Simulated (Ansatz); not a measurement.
CH$_{5}$ClMgO: geometry relaxation (part 2 of 2)

The same run, continued: CH$_{5}$ClMgO; RKS B3LYP-D4/def2-SVPD (Ansatz 0.2.0). It belongs to a series of runs on one base structure; here: end point A relaxed.

Geometry of the input (Å):
```
Mg 0.4534  -0.0524  -0.2677
O  0.2357  1.1867  -1.8330
C  0.7910  -1.3197  1.3485
H  -1.7915  1.9663  -1.2141
Cl -2.7213  1.9009  -0.2811
H  0.4682  1.0100  -2.7486
H  -0.0856  -1.9557  1.5526
H  1.6499  -1.9884  1.1763
H  1.0002  -0.7477  2.2672
```

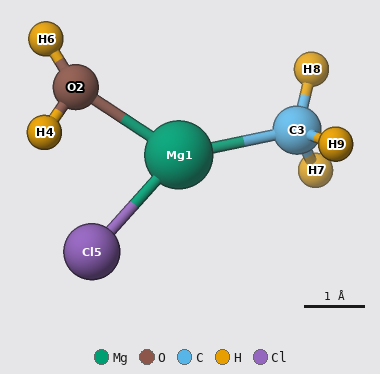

Figure 1. The geometry at step 9 of the log (ball-and-stick view, seen at a tilt; atoms are numbered from 1 in the order of the input).

Trajectory as extended XYZ, continued:
```
9
Properties=species:S:1:pos:R:3:forces:R:3 step=2 energy=-21127.81032
Mg    0.3743   -0.0169   -0.2767   -0.2663   0.6131  -0.5724
O     0.0885    1.1700   -1.7610    0.1029  -0.6626   0.3223
C     0.7742   -1.2950    1.3279    0.0405   0.0045  -0.0449
H    -1.6274    1.8628   -1.2334    0.4417  -0.1735  -0.1950
Cl   -2.5836    1.8604   -0.3294   -0.0602  -0.0133   0.1152
H     0.4264    1.0502   -2.6617   -0.2183   0.1882   0.4144
H    -0.0873   -1.9470    1.5467   -0.0106   0.0079  -0.0109
H     1.6389   -1.9530    1.1382   -0.0171   0.0176  -0.0163
H     0.9959   -0.7316    2.2494   -0.0126   0.0180  -0.0123
9
Properties=species:S:1:pos:R:3:forces:R:3 step=3 energy=-21127.92471
Mg    0.2990    0.0192   -0.2794   -0.1387  -0.0632   0.3502
O    -0.0120    1.1443   -1.7224   -0.5939  -0.0901   1.4204
C     0.7636   -1.2743    1.3065    0.0318   0.0195  -0.0674
H    -1.4748    1.7410   -1.2349    0.5230  -0.1245  -0.3789
Cl   -2.4865    1.8503   -0.3753   -0.2993   0.0116   0.3228
H     0.3766    1.0973   -2.5686    0.5349   0.1572  -1.5616
H    -0.0887   -1.9355    1.5364   -0.0101   0.0167  -0.0167
H     1.6309   -1.9274    1.1085   -0.0307   0.0472  -0.0454
H     0.9918   -0.7151    2.2294   -0.0170   0.0255  -0.0235
9
Properties=species:S:1:pos:R:3:forces:R:3 step=4 energy=-21128.00441
Mg    0.2012    0.0535   -0.2562   -0.1914  -0.3142   0.8042
O    -0.0822    1.1348   -1.7126    0.8649   0.0653  -1.5541
C     0.7275   -1.2452    1.2962    0.0613  -0.0088  -0.0770
H    -1.3536    1.6296   -1.2551    0.5974   0.0088  -0.6125
Cl   -2.3298    1.7534   -0.3123   -0.6566   0.0022   0.7003
H     0.3751    1.1620   -2.5784   -0.6385   0.1867   0.7721
H    -0.1081   -1.9240    1.5383    0.0153   0.0235  -0.0148
H     1.6025   -1.8766    1.0631   -0.0424   0.0339   0.0008
H     0.9674   -0.6875    2.2172   -0.0100   0.0027  -0.0190
9
Properties=species:S:1:pos:R:3:forces:R:3 step=5 energy=-21128.14635
Mg    0.1184    0.0881   -0.2201   -0.3711  -0.1320   0.6909
O    -0.0730    1.1396   -1.7437    0.3854   0.0887  -0.9065
C     0.6987   -1.2231    1.2914    0.1017  -0.0502  -0.0879
H    -1.2560    1.5994   -1.2815    0.2886  -0.0248  -0.2694
Cl   -2.2670    1.6618   -0.2105    0.2408  -0.1659  -0.0129
H     0.3719    1.1617   -2.6110   -0.6191   0.2435   0.5619
H    -0.1167   -1.9279    1.5291    0.0290   0.0269  -0.0084
H     1.5867   -1.8240    1.0276   -0.0517   0.0232   0.0398
H     0.9369   -0.6758    2.2188   -0.0037  -0.0094  -0.0077
9
Properties=species:S:1:pos:R:3:forces:R:3 step=6 energy=-21128.44317
Mg   -0.0373    0.1420   -0.1346   -0.2564  -0.0977   0.4768
O    -0.0890    1.1528   -1.7711   -0.0033  -0.1168   0.3693
C     0.6754   -1.2049    1.2880    0.1260  -0.0688  -0.1343
H    -1.1193    1.5616   -1.3494    0.8966  -0.0348  -1.1050
Cl   -2.1309    1.5387   -0.1442   -0.3966  -0.0569   0.5773
H     0.3284    1.1949   -2.6318   -0.3142   0.3156  -0.2605
H    -0.1186   -1.9335    1.5285    0.0391   0.0109   0.0151
H     1.5721   -1.7801    0.9928   -0.1000   0.0674   0.0351
H     0.9191   -0.6718    2.2219    0.0088  -0.0190   0.0260
9
Properties=species:S:1:pos:R:3:forces:R:3 step=7 energy=-21128.73252
Mg   -0.1398    0.1572   -0.0618   -0.1115  -0.0955   0.3096
O    -0.0922    1.1447   -1.7865    0.1079  -0.2091   0.3397
C     0.6690   -1.2050    1.2957    0.0717  -0.0440  -0.0825
H    -1.0293    1.5608   -1.4473    0.9304  -0.0110  -1.2149
Cl   -2.1181    1.5151   -0.0961   -0.4945   0.0222   0.5580
H     0.3151    1.2280   -2.6567   -0.5016   0.2955   0.0862
H    -0.0983   -1.9583    1.5481    0.0319   0.0017  -0.0068
H     1.5692   -1.7523    0.9673   -0.0526   0.0408   0.0057
H     0.9244   -0.6902    2.2374    0.0184  -0.0007   0.0051
9
Properties=species:S:1:pos:R:3:forces:R:3 step=8 energy=-21128.98152
Mg   -0.2201    0.1648    0.0098   -0.2799   0.0545   0.2527
O    -0.0841    1.1281   -1.7862    2.0161  -1.1510  -0.2751
C     0.6748   -1.2106    1.2976   -0.0163   0.0165  -0.0098
H    -0.9132    1.5641   -1.6037   -1.5440   1.1157  -0.2315
Cl   -2.1761    1.5126   -0.0102   -0.0747  -0.1271   0.3067
H     0.2932    1.2593   -2.6610   -0.1705   0.1062   0.0183
H    -0.0831   -1.9711    1.5569    0.0356  -0.0180  -0.0013
H     1.5729   -1.7463    0.9551    0.0101   0.0183  -0.0483
H     0.9358   -0.7010    2.2417    0.0236  -0.0151  -0.0118
9
Properties=species:S:1:pos:R:3:forces:R:3 step=9 energy=-21129.09077
Mg   -0.3823    0.2081    0.1186    0.3328  -0.2771   0.0959
O    -0.0700    1.0858   -1.7548    1.1545  -0.7364  -0.1038
C     0.6641   -1.1952    1.2831   -0.0528   0.0056   0.0036
H    -0.8822    1.5980   -1.6954   -0.7682   0.6711  -0.3016
Cl   -2.2304    1.5415    0.0177   -0.4263   0.1954   0.1755
H     0.3919    1.1656   -2.6005   -0.2184   0.0434   0.2343
H    -0.0316   -2.0110    1.5613    0.1043   0.0454  -0.0349
H     1.5594   -1.6656    0.8354   -0.1355   0.0955   0.0120
H     0.9810   -0.7273    2.2346    0.0097  -0.0430  -0.0811
9
Properties=species:S:1:pos:R:3:forces:R:3 step=10 energy=-21129.01281 accepted=F
Mg   -0.5100    0.2436    0.2251    0.1182  -0.0359  -0.0432
O    -0.0067    1.0513   -1.6742   -2.3974   1.6329  -0.6215
C     0.6600   -1.1900    1.2741    0.1543  -0.1141  -0.0377
H    -0.8611    1.6371   -1.8491    2.0412  -1.4937   0.7828
Cl   -2.3794    1.6258    0.0389    0.1652  -0.1380   0.0046
H     0.4706    1.0465   -2.5097    0.3112  -0.2247   0.0431
H     0.0326   -2.0616    1.5727    0.2278   0.2298  -0.1471
H     1.5395   -1.5880    0.6971   -0.5540   0.2508   0.3310
H     1.0545   -0.7646    2.2252   -0.0665  -0.1070  -0.3119
9
Properties=species:S:1:pos:R:3:forces:R:3 step=11 energy=-21129.12788
Mg   -0.4382    0.1900    0.1271    0.2122  -0.2117   0.1392
O    -0.0758    1.0323   -1.7389    0.5088  -0.2904  -0.1137
C     0.6503   -1.1851    1.2769   -0.0143  -0.0408  -0.0472
H    -0.8319    1.6414   -1.7035   -0.3315   0.2972  -0.1908
Cl   -2.2637    1.5635    0.0364   -0.2939   0.1727   0.1117
H     0.4221    1.1178   -2.5609   -0.0641  -0.0098   0.1470
H     0.0039   -2.0369    1.5642    0.0992   0.0610  -0.0406
H     1.5450   -1.6034    0.7774   -0.1228   0.0532   0.0668
H     0.9882   -0.7197    2.2212    0.0065  -0.0313  -0.0724
9
Properties=species:S:1:pos:R:3:forces:R:3 step=12 energy=-21129.15257
Mg   -0.4972    0.1947    0.1638    0.0600  -0.0119   0.1185
O    -0.0593    1.0016   -1.7007   -0.2076   0.2762  -0.2998
C     0.6409   -1.1769    1.2591    0.0069  -0.0984  -0.0618
H    -0.8324    1.6024   -1.7843    0.1411  -0.1161   0.0932
Cl   -2.3051    1.6236    0.0866   -0.0592  -0.0081   0.0088
H     0.4845    1.0848   -2.4927    0.0866  -0.1450   0.1290
H     0.0380   -2.0592    1.5482    0.0908   0.0787  -0.0347
H     1.5334   -1.5519    0.7213   -0.1273   0.0468   0.0697
H     0.9972   -0.7190    2.1988    0.0086  -0.0222  -0.0229
9
Properties=species:S:1:pos:R:3:forces:R:3 step=13 energy=-21129.16652
Mg   -0.5283    0.2331    0.2065    0.0458  -0.0296   0.0434
O    -0.0609    0.9950   -1.6901   -0.1049   0.1926  -0.2194
C     0.6336   -1.1601    1.2466    0.0518  -0.0559  -0.0370
H    -0.7985    1.6152   -1.8548    0.0901  -0.0995   0.0810
Cl   -2.3660    1.6047    0.1468   -0.0106   0.0183  -0.0451
H     0.5440    1.0157   -2.4433   -0.0288  -0.0944   0.1872
H     0.0452   -2.0519    1.5307    0.0422   0.0510  -0.0314
H     1.5070   -1.5195    0.6703   -0.0842   0.0294   0.0559
H     1.0239   -0.7323    2.1873   -0.0014  -0.0120  -0.0346
9
Properties=species:S:1:pos:R:3:forces:R:3 step=14 energy=-21129.17112
Mg   -0.5607    0.2639    0.2560    0.0608  -0.0204  -0.0616
O    -0.0690    0.9932   -1.6553    0.0424   0.1609  -0.3527
C     0.6359   -1.1474    1.2308    0.0653  -0.0180   0.0163
H    -0.7893    1.6122   -1.8920    0.2160  -0.1897   0.1011
Cl   -2.4025    1.6174    0.1355   -0.0454   0.0326  -0.0023
H     0.5822    0.9478   -2.3745   -0.2641  -0.0053   0.3263
H     0.0569   -2.0474    1.5044    0.0237   0.0224  -0.0130
H     1.4931   -1.4918    0.6216   -0.0845   0.0439   0.0472
H     1.0533   -0.7480    2.1735   -0.0144  -0.0265  -0.0614
9
Properties=species:S:1:pos:R:3:forces:R:3 step=15 energy=-21129.17622
Mg   -0.5899    0.2658    0.2628   -0.0351   0.0251  -0.0006
O    -0.0718    0.9734   -1.6322   -0.0134   0.0368  -0.0419
C     0.6295   -1.1354    1.2169    0.0075  -0.0016   0.0036
H    -0.7541    1.6118   -1.9012    0.0085  -0.0271   0.0363
Cl   -2.4301    1.6313    0.1469    0.0168  -0.0077  -0.0074
H     0.6022    0.8977   -2.3162    0.0060  -0.0159   0.0171
H     0.0758   -2.0495    1.4904   -0.0027  -0.0075  -0.0036
H     1.4738   -1.4525    0.5810    0.0089  -0.0068  -0.0001
H     1.0646   -0.7427    2.1517    0.0034   0.0048  -0.0034
9
Properties=species:S:1:pos:R:3:forces:R:3 step=16 energy=-21129.17648
Mg   -0.6020    0.2684    0.2712    0.0125  -0.0002  -0.0146
O    -0.0671    0.9694   -1.6235   -0.0109   0.0028   0.0105
C     0.6289   -1.1330    1.2125   -0.0061   0.0002   0.0048
H    -0.7504    1.6062   -1.8905   -0.0045   0.0050  -0.0044
Cl   -2.4345    1.6379    0.1371   -0.0006   0.0025  -0.0036
H     0.6051    0.8871   -2.3080    0.0034  -0.0047   0.0039
H     0.0804   -2.0504    1.4857    0.0035  -0.0027   0.0049
H     1.4707   -1.4451    0.5705    0.0014   0.0012  -0.0039
H     1.0689   -0.7405    2.1451    0.0012  -0.0042   0.0025
```

Summary:

| quantity | value |
| --- | --- |
| outcome | converged |
| total energy | −21129.1768 eV |
| mean-field energy | −21128.9752 eV |
| largest force (length of the vector) at the end | 0.019 eV/Å |
| hardware | 4 threads of Arm Neoverse N1, 16 GiB of memory available, shared host |
| wall time | 59 s (CPU time 3.7 min) |
| peak memory | 0.32 GiB |
